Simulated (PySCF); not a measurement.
F4Si, SMILES `F[Si](F)(F)F`.

Method: def2-SVPD basis; geometry: GFN2-xTB; program: PySCF. No frequency check shows the geometry to be a minimum.

Geometry (Å), atoms numbered from 1:

```
F1       0.9049   -0.9373    0.8687
Si2      0.0000   -0.0002    0.0001
F3       0.9049    0.9374   -0.8688
F4      -0.9049   -0.8694   -0.9365
F5      -0.9049    0.8696    0.9365
```

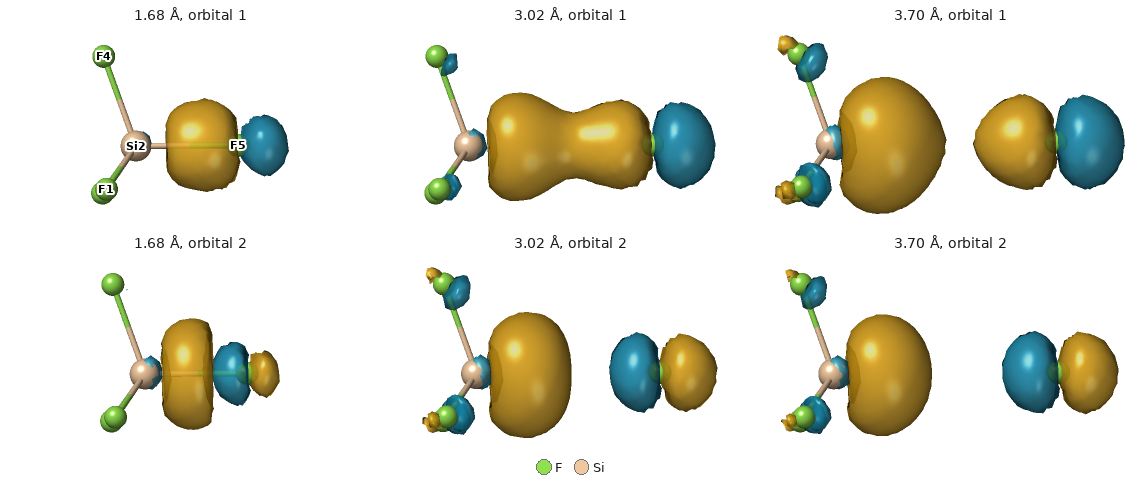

Rigid stretch of the Si2–F5 bond. The two CASSCF(2,2) natural orbitals nearest half filling (orbital 1 the more occupied).

### How do the occupations change along the stretch?

1.68 Å: 1.98 and 0.02; 3.02 Å: 1.53 and 0.47; 3.70 Å: 1.19 and 0.81. At the longest distance computed (4.70 Å) they are 1.00 and 1.00, and the effective number of unpaired electrons is 2.0.

### Where does the UHF solution part from RHF?

Between 2.27 Å (⟨S²⟩ = 0, the two coincide) and 2.60 Å (⟨S²⟩ = 0.72); at 4.70 Å ⟨S²⟩ is 1.00 and UHF lies 5.2 eV below RHF.
